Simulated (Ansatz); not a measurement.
The starting structures come from a database of crystals and need not be the phases stable at ambient conditions.

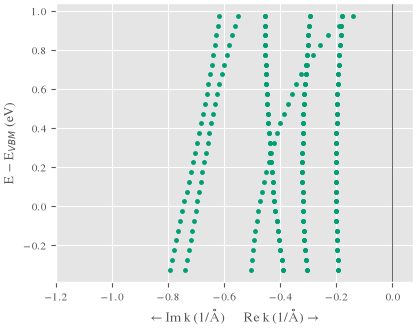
Figure: Complex bands at the centre of the two-dimensional zone; PBEsol (Ansatz, a quantum-chemistry and plane-wave program)

The gap is the functional's own. No spin-orbit coupling. Mid-gap values are those at the computed energy nearest the middle.

Problem. This is GaSe (R3m, 4 atoms a cell, 24.5 Å³ an atom) along the normal of (101). Read off the slowest decay at the centre of the two-dimensional zone at 0.38 eV, the computed energy nearest the middle of the gap.

Solution. κ ≈ 0.20 1/Å, a decay length 1/(2κ) of the density of 2.5 Å.
